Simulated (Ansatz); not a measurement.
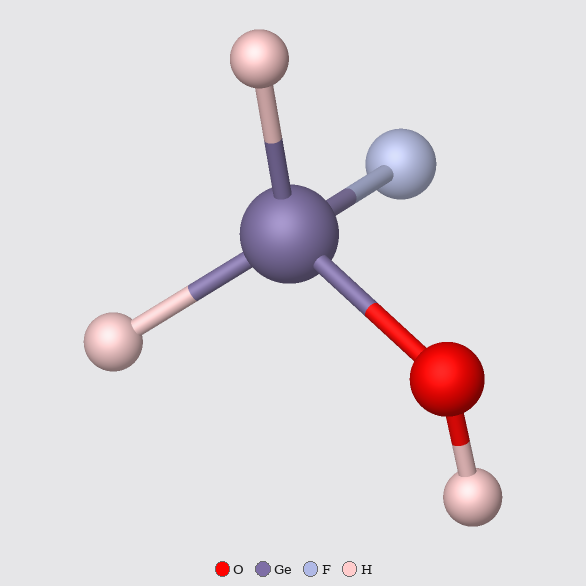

Starting geometry of the run.

The calculation was set up as follows.

```yaml
crystal:
  periodic: [false, false, false]
  atoms:
    - {symbol: O, position_ang: [-1.334855, -0.126436, -0.294593]}
    - {symbol: Ge, position_ang: [0.317954, 0.186998, 0.224237]}
    - {symbol: F, position_ang: [1.090673, -1.349608, 0.477170]}
    - {symbol: H, position_ang: [-1.394420, -0.538407, -1.159686]}
    - {symbol: H, position_ang: [1.145410, 0.875428, -0.869288]}
    - {symbol: H, position_ang: [0.217337, 0.887927, 1.575961]}
basis:
  gaussian: {orbitals: STO-3G}
hamiltonian: {xc: {name: B2GP-PLYP}}
output: {forces: true}
```

Command:

```sh
ansatz run in.yaml --threads 2 --pin off --events-out ev --progress --plain --max-ram 22528MiB --backend cpu
```

What the program printed:

```
Functional definition: B2GP-PLYP
  name "B2GP-PLYP"
  cite "Karton, Tarnopolsky, Lamère, Schatz & Martin, J. Phys. Chem. A 112, 12868 (2008) doi:10.1021/jp801805p"
  cite "Becke, Phys. Rev. A 38, 3098 (1988) doi:10.1103/PhysRevA.38.3098"
  cite "Lee, Yang & Parr, Phys. Rev. B 37, 785 (1988) doi:10.1103/PhysRevB.37.785"
  parameter a = 0.65
  parameter c = 0.36
  exchange = (1 - a)*b88_x + a*exact_x
  correlation = (1 - c)*lyp_c + c*(mp2_os + mp2_ss)
368 factors; integrals over basis functions are off by at most 3.2e-5 eV
mean field evaluation 1: about -60588.7499 eV, gradient 2.3e1 eV
mean field evaluation 2: about -60588.7718 eV, gradient 2.4e1 eV
mean field evaluation 4: about -60591.1398 eV, gradient 1.1e0 eV
mean field evaluation 8: about -60591.1465 eV, gradient 7.7e-3 eV
mean field -60591.14648579 eV, -2226.6835631986 hartree, gradient 6.7e-6 eV, S^2 0.000000; 0 other end points of the search recorded, 0 dependent functions left out
11 core orbitals not correlated: weight in the atoms' cores, before any rotation towards them, 1.000 or more for the frozen orbitals, at most 0.000 for the correlated occupied ones
reference -60591.14655240 eV, -2226.6835656464 hartree; 15, 15 occupied and 5, 5 virtual orbitals, 368 factors
second order -3.05105423 eV of doubles, -0.00000000 eV of singles
the calculation of the forces begins
mean field evaluation 16: about -60591.1465 eV, gradient 6.7e-6 eV
Total energy: -60592.24493192 eV, -2226.7239303494 hartree
Atom 0 at    -1.334855    -0.126436    -0.294593 Å, force     0.481759     1.560350     3.341033 eV/Å
Atom 1 at     0.317954     0.186998     0.224237 Å, force     0.384542    -0.004397    -0.274725 eV/Å
Atom 2 at     1.090673    -1.349608     0.477170 Å, force    -0.480377     0.793931    -0.120390 eV/Å
Atom 3 at    -1.394420    -0.538407    -1.159686 Å, force     0.449022    -1.186501    -2.601418 eV/Å
Atom 4 at     1.145410     0.875428    -0.869288 Å, force    -0.907171    -0.534197     1.317385 eV/Å
Atom 5 at     0.217337     0.887927     1.575961 Å, force     0.072226    -0.629186    -1.661885 eV/Å
Dipole moment:     0.087234     0.134530    -0.199743 e Å
```

The calculation finished and met its thresholds.
